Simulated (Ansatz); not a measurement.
**Geometry relaxation of SnH$_{4}$ClO$_{2}$ (part 2 of 2)**

Continued. System: SnH$_{4}$ClO$_{2}$, multiplicity 2. Method: UKS B3LYP-D4/def2-SVP (Ansatz 0.2.0). The input holds or restrains some coordinates. It belongs to a series of runs on one base structure; here: pulled along the bonds that form and break, towards end B.

Geometry of the input (Å):
```
Sn 0.0000  0.0000  0.0000
H  0.0000  0.0000  1.9900
H  1.6408  0.0000  -0.5794
O  -0.9232  1.5994  -0.6527
H  -1.8810  1.3686  -0.8751
O  -0.9232  -1.5994  -0.6527
H  -1.3778  -2.0650  0.1197
Cl 0.0000  0.0000  3.6600
```

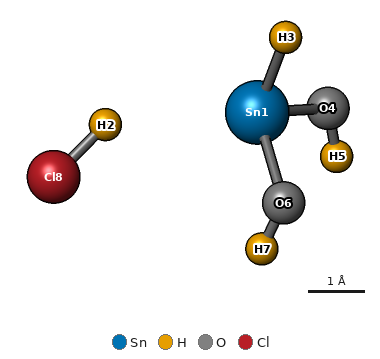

The geometry at step 13 of the log (ball-and-stick view, seen at a tilt; atoms are numbered from 1 in the order of the input).

### Trajectory as extended XYZ, continued
```
8
Properties=species:S:1:pos:R:3:forces:R:3 step=3 energy=-22507.71293
Sn    0.0300   -0.0042   -0.2981    0.4602  -0.1680   2.7880
H    -0.0053    0.0008    2.3795   -0.0004   0.0227  -0.7567
H     1.6705    0.0020   -0.6108    0.8367   0.0451  -0.9304
O    -0.9572    1.6261   -0.6882   -0.6693   0.7315  -0.9159
H    -1.8777    1.3810   -0.8743   -0.0902   0.2582  -0.0130
O    -0.9546   -1.6460   -0.6722   -0.7121  -1.1416  -0.7199
H    -1.3704   -2.0554    0.1068    0.1728   0.2708  -0.2000
Cl    0.0002   -0.0007    3.6670    0.0024  -0.0189   0.7480
8
Properties=species:S:1:pos:R:3:forces:R:3 step=4 energy=-22507.91945
Sn    0.0423   -0.0177   -0.3298    0.1773   0.0645   1.9940
H    -0.0130    0.0069    2.5382    0.0157   0.0157   0.4494
H     1.7161    0.0041   -0.7331    0.1544   0.0384  -0.6843
O    -0.9657    1.6336   -0.7862   -0.2070   0.0157  -0.5755
H    -1.9062    1.4059   -0.8795    0.0412   0.1615  -0.0150
O    -0.9737   -1.6785   -0.7346   -0.2336  -0.3854  -0.5046
H    -1.3661   -2.0476    0.0735    0.0621   0.1012  -0.1121
Cl    0.0020   -0.0031    3.8613   -0.0101  -0.0115  -0.5519
8
Properties=species:S:1:pos:R:3:forces:R:3 step=5 energy=-22508.18019
Sn    0.0504   -0.0215   -0.2109    0.2317   0.1994   0.2685
H    -0.0269    0.0388    2.7044    0.0349  -0.0114   0.7638
H     1.6735    0.0165   -0.9229   -0.3179   0.0111  -0.0635
O    -0.9374    1.5946   -0.9066   -0.2611  -0.3842  -0.0055
H    -1.8987    1.4153   -0.8889    0.3572   0.1537  -0.0547
O    -0.9613   -1.6671   -0.7928    0.0238   0.1045   0.1192
H    -1.3706   -2.0587   -0.0037   -0.0394  -0.0914  -0.1797
Cl    0.0067   -0.0143    4.0312   -0.0292   0.0184  -0.8481
8
Properties=species:S:1:pos:R:3:forces:R:3 step=6 energy=-22508.17755
Sn    0.0571   -0.0238   -0.1503    0.0693   0.0127  -0.0737
H     0.0046    0.2115    2.7845    0.0138  -0.4082   1.5623
H     1.6009    0.0299   -0.9947   -0.1060  -0.0181   0.0542
O    -0.9140    1.5602   -0.9219   -0.0700  -0.1655   0.0517
H    -1.8717    1.3996   -0.9465    0.0609   0.0744  -0.0226
O    -0.9477   -1.6523   -0.8034   -0.0101   0.0803   0.3287
H    -1.4009   -2.0950   -0.0646    0.0545   0.0219  -0.2379
Cl    0.0074   -0.1265    4.1068   -0.0123   0.4025  -1.6627
8
Properties=species:S:1:pos:R:3:forces:R:3 step=7 energy=-22508.23406
Sn    0.0738   -0.0251   -0.1334   -0.1370   0.0169   0.1104
H     0.0656    0.2970    2.7868   -0.0709  -0.3456   0.8791
H     1.6008    0.0210   -0.9814   -0.0003  -0.0076  -0.0500
O    -0.9264    1.5350   -0.9106    0.0319  -0.0143  -0.0084
H    -1.8895    1.4229   -0.9176    0.0427  -0.0367   0.0215
O    -0.8995   -1.6685   -0.7652    0.0224  -0.0168   0.0344
H    -1.4503   -2.1072   -0.0994    0.0434   0.0685  -0.0312
Cl   -0.0390   -0.1715    4.0307    0.0678   0.3355  -0.9559
8
Properties=species:S:1:pos:R:3:forces:R:3 step=8 energy=-22508.15259 accepted=F
Sn    0.0768   -0.0297   -0.1033   -0.0434   0.0044  -0.0125
H     0.1389    0.4775    2.8257   -0.3795  -1.2343   1.6890
H     1.5821    0.0165   -0.9989   -0.0037  -0.0193   0.0126
O    -0.9233    1.5184   -0.9048    0.0380   0.0236   0.0125
H    -1.8846    1.4023   -0.9103   -0.0277  -0.0251   0.0158
O    -0.8785   -1.6802   -0.7432    0.0314  -0.0035   0.0459
H    -1.4716   -2.0942   -0.0996    0.0166   0.0422   0.0008
Cl   -0.1043   -0.3071    3.9442    0.3684   1.2120  -1.7641
8
Properties=species:S:1:pos:R:3:forces:R:3 step=9 energy=-22508.22407
Sn    0.0737   -0.0243   -0.1142    0.0292   0.0146   0.0538
H     0.1061    0.3841    2.8013   -0.1806  -0.6251   1.1270
H     1.5852    0.0167   -0.9963   -0.0062  -0.0096   0.0020
O    -0.9243    1.5250   -0.9083    0.0083   0.0401  -0.0118
H    -1.8856    1.4075   -0.9087   -0.0269  -0.0127   0.0095
O    -0.8743   -1.6779   -0.7454    0.0453  -0.0134  -0.0266
H    -1.4655   -2.0857   -0.0985   -0.0425  -0.0038   0.0437
Cl   -0.0796   -0.2417    3.9800    0.1734   0.6099  -1.1976
8
Properties=species:S:1:pos:R:3:forces:R:3 step=10 energy=-22508.23020
Sn    0.0833   -0.0218   -0.0987    0.0413   0.0255   0.0171
H     0.1355    0.4409    2.8039   -0.2449  -0.7218   1.0434
H     1.5836    0.0145   -1.0016   -0.0044  -0.0100   0.0106
O    -0.9266    1.5173   -0.9018   -0.0623   0.0366  -0.0068
H    -1.8892    1.4008   -0.8900    0.0384  -0.0053   0.0105
O    -0.8448   -1.6907   -0.7166   -0.2097  -0.1818   0.2153
H    -1.4892   -2.0669   -0.0904    0.2070   0.1524  -0.1955
Cl   -0.1171   -0.2905    3.9050    0.2347   0.7043  -1.0947
8
Properties=species:S:1:pos:R:3:forces:R:3 step=11 energy=-22508.23986
Sn    0.1178    0.0016   -0.1243   -0.0385  -0.0295   0.1371
H     0.1404    0.4413    2.7808   -0.2945  -0.7604   0.9430
H     1.6141    0.0183   -1.0298   -0.0289  -0.0149  -0.0581
O    -0.9432    1.5127   -0.9202   -0.0536   0.0028  -0.0337
H    -1.9031    1.3895   -0.8523    0.0654  -0.0009   0.0016
O    -0.8007   -1.7149   -0.6333   -0.1697  -0.0580   0.1889
H    -1.5120   -1.9902   -0.0268    0.2351   0.1175  -0.1908
Cl   -0.1776   -0.3547    3.8158    0.2846   0.7434  -0.9881
8
Properties=species:S:1:pos:R:3:forces:R:3 step=12 energy=-22508.22012 accepted=F
Sn    0.1406    0.0475   -0.0855    0.0571  -0.0812  -0.2370
H     0.1926    0.4514    2.8226   -0.5126  -1.0174   0.9861
H     1.5627    0.0101   -1.1092    0.0325   0.0184   0.0729
O    -0.9481    1.4898   -0.9812   -0.2330  -0.0625   0.1063
H    -1.9057    1.3819   -0.8477    0.1827   0.0566  -0.0372
O    -0.7123   -1.7277   -0.5224   -0.7822  -0.0197   0.6403
H    -1.5257   -1.8986    0.0122    0.7582   0.0996  -0.5240
Cl   -0.2684   -0.4508    3.7210    0.4973   1.0063  -1.0073
8
Properties=species:S:1:pos:R:3:forces:R:3 step=13 energy=-22508.25207
Sn    0.1338    0.0203   -0.1174   -0.0012  -0.0017   0.0275
H     0.1619    0.4353    2.7921   -0.3432  -0.7373   0.8402
H     1.5989    0.0121   -1.0748   -0.0179  -0.0026  -0.0197
O    -0.9473    1.5058   -0.9399   -0.0363  -0.0103   0.0020
H    -1.9047    1.3871   -0.8416    0.0446   0.0040  -0.0004
O    -0.7710   -1.7137   -0.5851   -0.0763  -0.0103   0.1129
H    -1.5031   -1.9530    0.0057    0.0988   0.0345  -0.0862
Cl   -0.2329   -0.3902    3.7708    0.3317   0.7236  -0.8763
8
Properties=species:S:1:pos:R:3:forces:R:3 step=14 energy=-22508.25824
Sn    0.1637    0.0440   -0.1268    0.0222  -0.0075  -0.0275
H     0.1705    0.4096    2.7902   -0.4128  -0.7476   0.7982
H     1.5885    0.0121   -1.1459   -0.0240  -0.0035   0.0102
O    -0.9511    1.5006   -0.9609   -0.0766  -0.0431   0.0306
H    -1.9040    1.3862   -0.8168    0.0745   0.0201  -0.0104
O    -0.7306   -1.7174   -0.5088   -0.0429   0.0442   0.0767
H    -1.4942   -1.9022    0.0596    0.0580  -0.0010  -0.0441
Cl   -0.3072   -0.4294    3.7192    0.4016   0.7383  -0.8336
8
Properties=species:S:1:pos:R:3:forces:R:3 step=15 energy=-22508.25146
Sn    0.1998    0.0676   -0.1388   -0.0171  -0.0357  -0.0590
H     0.2087    0.3839    2.7841   -0.6551  -0.8888   0.8672
H     1.5812    0.0026   -1.2142   -0.0160   0.0097   0.0084
O    -0.9615    1.4889   -0.9725   -0.1539  -0.0436   0.0737
H    -1.9060    1.3863   -0.7651    0.1754   0.0249  -0.0394
O    -0.6986   -1.7073   -0.4446   -0.0431   0.0572   0.0888
H    -1.4655   -1.8628    0.1283    0.0704  -0.0052  -0.0407
Cl   -0.4225   -0.4556    3.6325    0.6394   0.8814  -0.8990
8
Properties=species:S:1:pos:R:3:forces:R:3 step=16 energy=-22508.26926
Sn    0.2154    0.0669   -0.1600    0.0053   0.0088   0.0275
H     0.2001    0.3629    2.7641   -0.6017  -0.7416   0.7039
H     1.5766    0.0089   -1.2580   -0.0154  -0.0113  -0.0232
O    -0.9552    1.4971   -0.9606   -0.0820  -0.0314   0.0322
H    -1.8935    1.4019   -0.7313    0.0849   0.0127  -0.0221
O    -0.6975   -1.7054   -0.4189   -0.1036   0.0034   0.0939
H    -1.4267   -1.8702    0.2011    0.1288   0.0272  -0.0834
Cl   -0.4836   -0.4584    3.5734    0.5837   0.7322  -0.7288
8
Properties=species:S:1:pos:R:3:forces:R:3 step=17 energy=-22508.27669
Sn    0.2406    0.0832   -0.1773   -0.0085  -0.0017  -0.0208
H     0.1765    0.3105    2.7520   -0.5938  -0.6638   0.6838
H     1.5544    0.0056   -1.3296    0.0006  -0.0053   0.0021
O    -0.9500    1.4997   -0.9722   -0.0524  -0.0211   0.0452
H    -1.8817    1.4123   -0.7170    0.0534   0.0089  -0.0142
O    -0.6832   -1.6897   -0.3871   -0.0724   0.0082   0.0888
H    -1.3816   -1.8522    0.2668    0.0903   0.0150  -0.0577
Cl   -0.5394   -0.4657    3.5741    0.5828   0.6598  -0.7272
8
Properties=species:S:1:pos:R:3:forces:R:3 step=18 energy=-22508.27851
Sn    0.2808    0.1081   -0.2034   -0.0314  -0.0590  -0.0142
H     0.1840    0.2716    2.7330   -0.8468  -0.7806   0.6866
H     1.5370   -0.0242   -1.4186   -0.0331   0.0255   0.0038
O    -0.9525    1.5154   -0.9471    0.0292   0.0001  -0.0033
H    -1.8760    1.4155   -0.6717    0.0129  -0.0199   0.0139
O    -0.6694   -1.6607   -0.3202   -0.1172   0.0079   0.1638
H    -1.2970   -1.8225    0.4050    0.1586   0.0551  -0.1284
Cl   -0.6714   -0.4995    3.4328    0.8280   0.7710  -0.7222
8
Properties=species:S:1:pos:R:3:forces:R:3 step=19 energy=-22508.29425
Sn    0.3228    0.1124   -0.2433   -0.0541  -0.0391  -0.0023
H     0.1477    0.2006    2.6956   -0.8733  -0.6987   0.5847
H     1.5060   -0.0024   -1.5351   -0.0583  -0.0382   0.0322
O    -0.9325    1.5217   -0.9424   -0.0325  -0.0125   0.0207
H    -1.8441    1.4277   -0.6252    0.0545  -0.0120  -0.0025
O    -0.6707   -1.6399   -0.2385   -0.2677  -0.0333   0.4490
H    -1.2030   -1.7893    0.5726    0.3775   0.1523  -0.4654
Cl   -0.7905   -0.5271    3.3261    0.8539   0.6816  -0.6164
8
Properties=species:S:1:pos:R:3:forces:R:3 step=20 energy=-22508.29813
Sn    0.3481    0.1579   -0.2594    0.0053  -0.1465  -0.1253
H     0.1258    0.1291    2.6745   -0.9917  -0.6678   0.5208
H     1.4497   -0.0868   -1.6042   -0.0209   0.0911   0.0389
O    -0.9389    1.5483   -0.9332   -0.0373   0.0261   0.0091
H    -1.8382    1.4438   -0.5848    0.0614  -0.0145  -0.0069
O    -0.6458   -1.5885   -0.1884   -0.3540  -0.1174   0.8745
H    -1.0598   -1.7503    0.6944    0.3625   0.1766  -0.7908
Cl   -0.9052   -0.5500    3.2109    0.9747   0.6524  -0.5204
8
Properties=species:S:1:pos:R:3:forces:R:3 step=21 energy=-22508.31247
Sn    0.3597    0.1625   -0.2694    0.0236  -0.0843  -0.0418
H     0.1238    0.1084    2.6622   -0.9520  -0.6232   0.4771
H     1.4447   -0.0825   -1.6245   -0.0233   0.0578   0.0176
O    -0.9410    1.5451   -0.9323   -0.0271   0.0202  -0.0100
H    -1.8346    1.4352   -0.5728    0.0321  -0.0085   0.0017
O    -0.6212   -1.5835   -0.1453   -0.2303  -0.1184   0.4101
H    -1.0742   -1.7255    0.7110    0.2477   0.1439  -0.3996
Cl   -0.9216   -0.5561    3.1810    0.9294   0.6125  -0.4552
8
Properties=species:S:1:pos:R:3:forces:R:3 step=22 energy=-22508.32086
Sn    0.3875    0.1539   -0.3156   -0.0055   0.0674   0.0381
H     0.0604    0.0313    2.6077   -0.8900  -0.4934   0.5483
H     1.4221   -0.0595   -1.7107   -0.0294  -0.0141   0.0103
O    -0.9314    1.5372   -0.9437   -0.0805  -0.0254   0.0439
H    -1.8033    1.4482   -0.5257    0.0943   0.0079  -0.0400
O    -0.6060   -1.5722   -0.0938    0.0386  -0.1049  -0.1512
H    -1.0019   -1.6967    0.7802   -0.0306   0.0687   0.1092
Cl   -0.9918   -0.5386    3.2113    0.9031   0.4938  -0.5586
8
Properties=species:S:1:pos:R:3:forces:R:3 step=23 energy=-22508.33297
Sn    0.3926    0.1484   -0.2984    0.0087  -0.0062  -0.0491
H     0.1046    0.0099    2.6253   -0.8835  -0.3794   0.4345
H     1.4067   -0.0534   -1.7043    0.0294  -0.0019  -0.0177
O    -0.9500    1.5043   -0.9286   -0.0220   0.0342   0.0171
H    -1.7996    1.4428   -0.4674   -0.0084   0.0089  -0.0026
O    -0.5600   -1.6076   -0.1032    0.0105  -0.0266   0.0267
H    -1.0280   -1.6756    0.7433   -0.0106  -0.0062   0.0087
Cl   -1.0307   -0.4653    3.1431    0.8759   0.3772  -0.4176
```
